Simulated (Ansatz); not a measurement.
# SVWN5/6-31G(d) (spherical functions) run of CH7GaSi (SMILES [CH3][GaH][SiH3])

What is the energy change on altering one bond length of CH7GaSi at SVWN5/6-31G* (spherical functions)? 

The results are computed with Ansatz 0.2.0.

71 further runs of the same task are left out: 71 set aside as unsound or not needed.

## Step 1: The structure to begin with

The species is CH7GaSi (10 atoms), meant as a singlet with charge 0. As SMILES, `[CH3][GaH][SiH3]`. The coordinates come from a PBE0-D4/def2-TZVP relaxation.

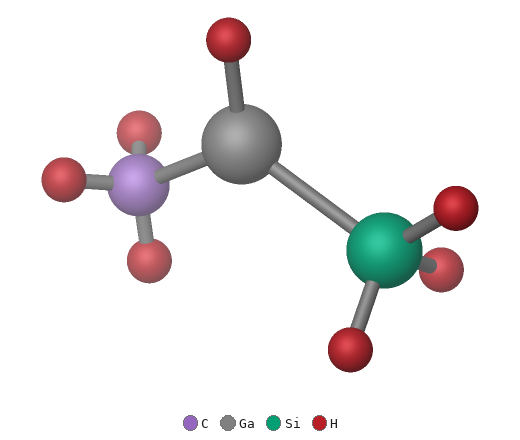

Viewed from a chosen angle; carbon purple, gallium grey, silicon teal, hydrogen red.

## Step 2: The energy at SVWN5/6-31G(d) (spherical functions)

Contents of job.yaml:

```yaml
crystal:
  periodic: [false, false, false]
  atoms:
    - {symbol: C, position_ang: [-1.123300, 1.394100, -0.619200]}
    - {symbol: Ga, position_ang: [0.561500, 0.659300, 0.093300]}
    - {symbol: Si, position_ang: [0.786700, -1.705300, 0.550700]}
    - {symbol: H, position_ang: [-1.924300, 0.656600, -0.670400]}
    - {symbol: H, position_ang: [-0.947000, 1.785400, -1.626000]}
    - {symbol: H, position_ang: [-1.454200, 2.236500, -0.005700]}
    - {symbol: H, position_ang: [1.759600, 1.654600, 0.346000]}
    - {symbol: H, position_ang: [0.531000, -2.496200, -0.688800]}
    - {symbol: H, position_ang: [2.125000, -2.100900, 1.069700]}
    - {symbol: H, position_ang: [-0.231700, -2.135100, 1.553300]}
basis:
  gaussian: {orbitals: 6-31G_st_-spherical.json}
hamiltonian: {xc: {name: SVWN5}}
accuracy: high
output: {orbitals: {seedname: orbitals}}
```

The basis set 6-31G* is read from a file made from the Basis Set Exchange's data (not shown).

Launch:

```bash
ansatz run job.yaml --threads 1 --pin off --max-ram 3480MiB --events-out events.jsonl --progress --plain --runs-dir runs
```

The program printed:

```text
Warning: RAYON_NUM_THREADS=1 ignored (pool sized by the plan → 1); use --threads N
Functional definition: SVWN5
  name "SVWN5"
  exchange = slater_x
  correlation = vwn5_c
1761 factors; integrals over basis functions are off by at most 7.4e-9 eV
mean field evaluation 1: about -61264.5314 eV, gradient 6.2e1 eV
mean field evaluation 2: about -61248.4668 eV, gradient 9.6e1 eV
mean field evaluation 4: about -61272.7125 eV, gradient 4.2e0 eV
mean field evaluation 8: about -61272.7706 eV, gradient 9.8e-2 eV
mean field evaluation 16: about -61272.7706 eV, gradient 5.8e-6 eV
mean field -61272.77060339 eV, -2251.7327874990 hartree, gradient 1.1e-8 eV, S^2 0.000000; 0 other end points of the search recorded, 0 dependent functions left out
reference -61272.77060817 eV, -2251.7327876746 hartree; 29, 29 occupied and 49, 49 virtual orbitals, 1761 factors
Total energy: -61272.77060817 eV, -2251.7327876746 hartree
```

Run time: 5.1 s. Hardware: 1 thread of Arm Neoverse V1, shared host; peak memory 0.2 GiB.

## Step 3: The distorted shape

Contents of run.yaml:

```yaml
crystal:
  periodic: [false, false, false]
  atoms:
    - {symbol: C, position_ang: [-1.024034, 1.141391, -0.803242]}
    - {symbol: Ga, position_ang: [0.660766, 0.406591, -0.090742]}
    - {symbol: Si, position_ang: [0.885966, -1.958009, 0.366658]}
    - {symbol: H, position_ang: [-1.825034, 0.403891, -0.854442]}
    - {symbol: H, position_ang: [-0.847734, 1.532691, -1.810042]}
    - {symbol: H, position_ang: [-1.454200, 2.236500, -0.005700]}
    - {symbol: H, position_ang: [1.858866, 1.401891, 0.161958]}
    - {symbol: H, position_ang: [0.630266, -2.748909, -0.872842]}
    - {symbol: H, position_ang: [2.224266, -2.353609, 0.885658]}
    - {symbol: H, position_ang: [-0.132434, -2.387809, 1.369258]}
basis:
  gaussian:
    orbitals: 6-31G_st_-spherical.json
hamiltonian:
  xc: {name: SVWN5}
accuracy: high
output: {orbitals: {seedname: orbitals}}
```

The basis set 6-31G* is read from a file made from the Basis Set Exchange's data (not shown).

Launch:

```bash
ansatz run run.yaml --threads 1 --pin off --max-ram 3480MiB --events-out events.jsonl --progress --plain --runs-dir runs
```

The program printed:

```text
Warning: RAYON_NUM_THREADS=1 ignored (pool sized by the plan → 1); use --threads N
[... 4 set-up lines as earlier in the session ...]
1764 factors; integrals over basis functions are off by at most 8.5e-9 eV
mean field evaluation 1: about -61263.9413 eV, gradient 6.0e1 eV
mean field evaluation 2: about -61247.0627 eV, gradient 9.3e1 eV
mean field evaluation 4: about -61271.7811 eV, gradient 5.6e0 eV
mean field evaluation 8: about -61271.8585 eV, gradient 4.3e-1 eV
mean field evaluation 16: about -61271.8591 eV, gradient 1.7e-5 eV
mean field -61271.85906635 eV, -2251.6992891306 hartree, gradient 2.2e-8 eV, S^2 0.000000; 0 other end points of the search recorded, 0 dependent functions left out
reference -61271.85907118 eV, -2251.6992893081 hartree; 29, 29 occupied and 49, 49 virtual orbitals, 1764 factors
Total energy: -61271.85907118 eV, -2251.6992893081 hartree
```

It took 5.1 s on 1 thread of Arm Neoverse V1, shared host; peak memory 0.2 GiB.

## Step 4: What came out

At SVWN5/6-31G* (spherical functions):

| quantity | value |
| --- | --- |
| first shape: total energy | -2251.73279 Eh |
| first shape: HOMO energy | -6.23 eV |
| first shape: LUMO energy | -2.64 eV |
| first shape: HOMO–LUMO gap | 3.60 eV |
| distorted shape: total energy | -2251.69929 Eh |
| distorted shape: HOMO energy | -6.24 eV |
| distorted shape: LUMO energy | -2.66 eV |
| distorted shape: HOMO–LUMO gap | 3.58 eV |
| energy change with the C1–H6 bond stretched from 1.093 to 1.421 Å | 0.912 eV |

What this shows: With the C1–H6 bond stretched from 1.093 to 1.421 Å the energy rises by 0.91 eV (21.0 kcal/mol). The first shape isn't relaxed at this level, so the change isn't measured from a minimum.
